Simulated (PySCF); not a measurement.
C5H6B: EPR calculation

The run: EPR calculation of C5H6B, multiplicity 2. Method and program: UKS B3LYP, pcH-1 on B C H, non-relativistic, mean-field spin-orbit, GIAO (PySCF 2.14.0).

It belongs to a series of runs on one base structure; here: H added to sp C.

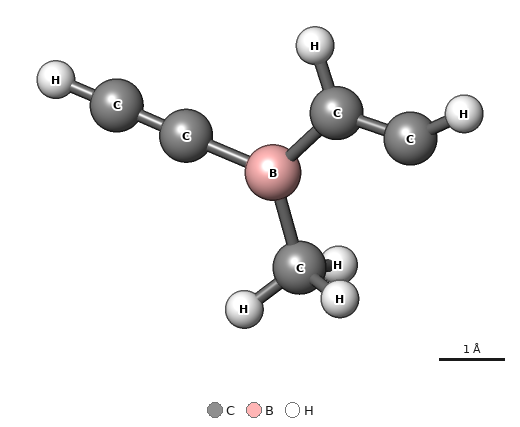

Fig. 1: The structure (ball-and-stick view, seen at a tilt). Bond lengths as drawn: B–C 1.51 to 1.58 Å, C–C 1.21 to 1.30 Å and C–H 1.05 to 1.10 Å.

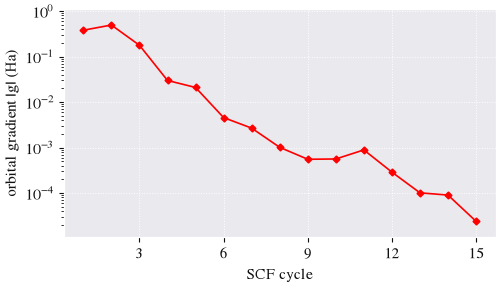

Fig. 2: Convergence of the self-consistent field: orbital gradient |g| against the SCF cycle. All cycles printed in the log are drawn one after another.

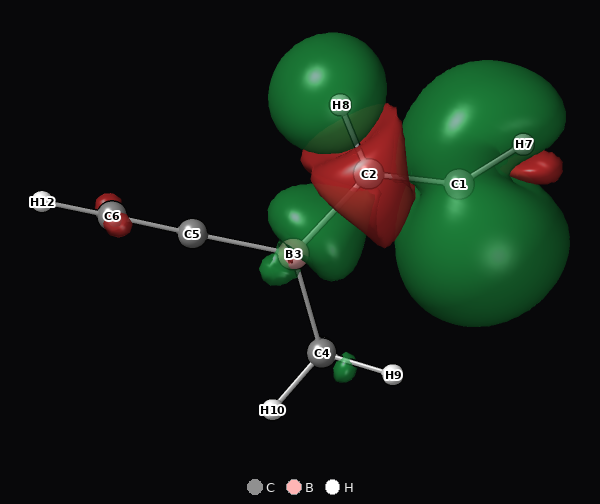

Fig. 3: Isosurfaces of the spin density (α minus β) at +0.006 (green) and −0.006 e/Å³ (red), seen at an oblique angle. The unpaired spin (1 electron) lies mostly on C1 (about 0.8) and H7 (about 0.1), in electrons by Hirshfeld's partition.

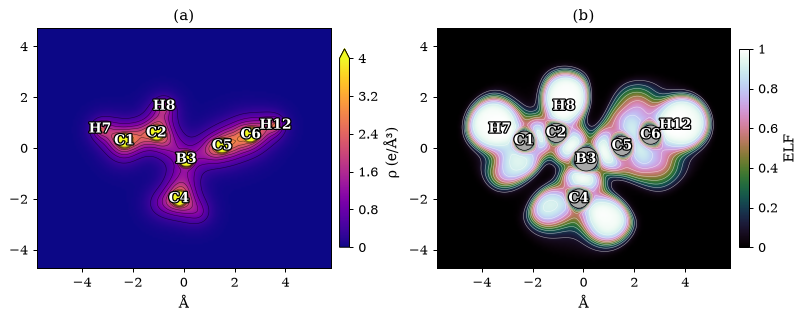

Fig. 4: (a) total electron density; (b) electron localisation function on the plane of atoms C4, B3 and C5. Grey discs, where drawn, cover atomic cores. C–C (1.21 Å): ρ at the midpoint is about 2.8 e/Å³; the ELF peaks at about 0.85 between the atoms (a multiple bond by its length, whose ELF region spreads away from the axis). C–C (1.30 Å): ρ at the midpoint is about 2.4 e/Å³; the ELF peaks at about 0.95 between the atoms; a double or triple bond.

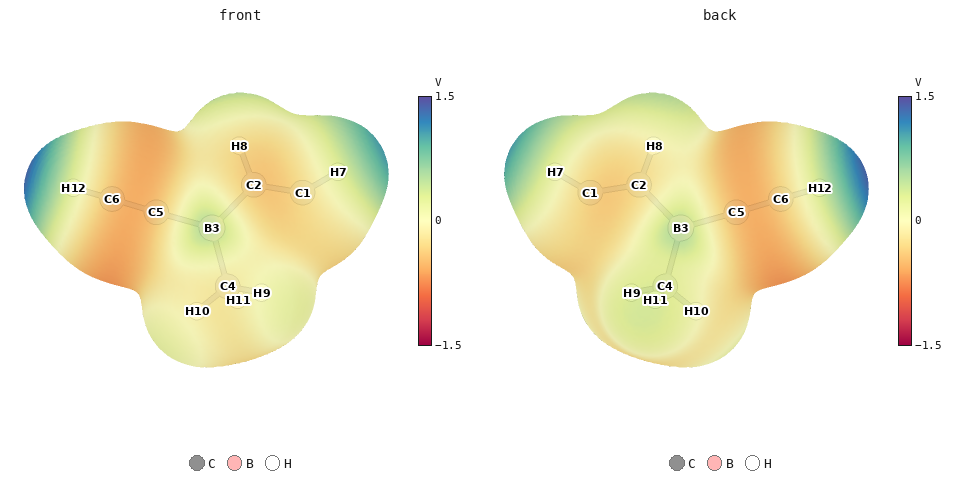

Fig. 5: The molecular electrostatic potential painted on the density surface at 0.001 e/bohr³, seen face on and from behind; the colour scale runs from red (negative) to blue (positive).

These pictures come from the run below.

### The input
```
{"job": {"kind": "epr", "basis": "pcH-1"}, "charge": 0, "multiplicity": 2}
C      1.562650    -1.775594    -0.293369
C      1.327685    -0.515379    -0.079803
B     -0.097609     0.113090     0.030312
C     -1.387163    -0.740531    -0.275783
C     -0.208009     1.569202     0.405052
C     -0.276341     2.732217     0.715867
H      2.382027    -2.449109    -0.408363
H      2.164303     0.190285     0.040641
H     -1.279769    -1.776955     0.034990
H     -2.291645    -0.333541     0.170582
H     -1.549070    -0.760547    -1.354428
H     -0.345861     3.746177     0.988274
```

The first line tells a small driver script what to run in PySCF; the rest is the geometry in Å.

Command:
```bash
OMP_NUM_THREADS=1 python <driver script> task.json out
```

### The program's output
```
UKS, coarse grid
  cycle   1  E = -218.79057692  |g| = 3.79e-01
  cycle   2  E = -218.73587023  |g| = 4.93e-01
  cycle   3  E = -218.85192102  |g| = 1.77e-01
  cycle   4  E = -218.86821574  |g| = 2.98e-02
  cycle   5  E = -218.86852628  |g| = 2.09e-02
  cycle   6  E = -218.86876794  |g| = 4.55e-03
  cycle   7  E = -218.86879278  |g| = 2.67e-03
  cycle   8  E = -218.86880599  |g| = 1.01e-03
  cycle   9  E = -218.86880908  |g| = 5.52e-04
UKS, final grid
  cycle   1  E = -218.86878585  |g| = 5.60e-04
  cycle   2  E = -218.86878573  |g| = 8.86e-04
  cycle   3  E = -218.86878614  |g| = 2.88e-04
  cycle   4  E = -218.86878619  |g| = 1.01e-04
  cycle   5  E = -218.86878623  |g| = 9.01e-05
  cycle   6  E = -218.86878624  |g| = 2.39e-05
E = -218.86878624 Eh   <S^2> = 0.7598 (exact 0.7500)
g shifts (ppm)      1          2          3
  rmc          -144       -144       -144
  gc             26          9         15
  oz_so        -915        -19        723
  total       -1033       -154        594
hyperfine (MHz)  atom isotope    a_iso     a_fc   dipolar eigenvalues
    0   13C     302.13     302.13    -82.08    -59.58    141.66
    1   13C       7.15       7.15    -17.32      3.66     13.66
    2   11B      59.54      59.54     -5.30     -2.81      8.11
    3   13C      -1.11      -1.11     -1.34      0.09      1.25
    4   13C      -0.15      -0.15     -0.33     -0.19      0.53
    5   13C       0.10       0.10     -1.64      0.78      0.86
    6    1H      54.06      54.06    -32.13     -7.25     39.38
    7    1H     214.71     214.71     -5.02     -2.29      7.31
    8    1H      -0.15      -0.15     -4.76     -3.54      8.30
    9    1H      -1.20      -1.20     -1.50     -1.02      2.52
   10    1H      -2.09      -2.09     -2.02     -2.00      4.02
   11    1H       0.47       0.47     -0.46     -0.11      0.57
```

### Key numbers

| quantity | value |
| --- | --- |
| outcome | converged |
| total energy | −218.868786 hartree |
| ⟨S²⟩ | 0.760 |
| isotropic g | 2.0021 |
| hardware | 1 CPU thread, shared host |
| wall time | 45 s |
| peak memory | 0.73 GiB |
